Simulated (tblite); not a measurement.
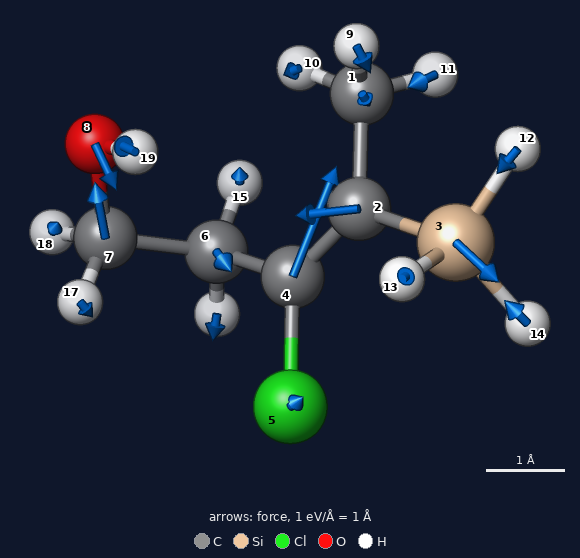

Starting geometry of C₅H₁₁ClOSi with the computed forces as blue arrows. Style: ball-and-stick. Shown at a tilt.

All numbers below come from tblite 0.8.0, GFN2-xTB geometry optimisation, gas phase. 

What follows when this structure is relaxed?

It isn't relaxed: the largest force vector, on a C atom, is 1.55 eV/Å. The final displacements have little in common with the starting forces (cosine between the two patterns 0.26). Over 57 geometry steps the energy falls by 4.26 kcal/mol. The largest moves after the best rigid fit, 0.21 Å, are those of H atoms. Largest moves by element: H 0.21 Å, Cl 0.19 Å, C 0.12 Å, Si 0.11 Å, O 0.10 Å. Near-neighbour distances that change, for instance: Cl–Si 3.352 → 3.071 Å, C–O 1.432 → 1.404 Å, C–C 1.356 → 1.330 Å, H–Si 1.490 → 1.465 Å. Among the angles between lasting bonds that change: C–C–Si 111.4° → 117.7°, Si–C–C 124.9° → 119.6°, C–C–Cl 122.1° → 117.4°.
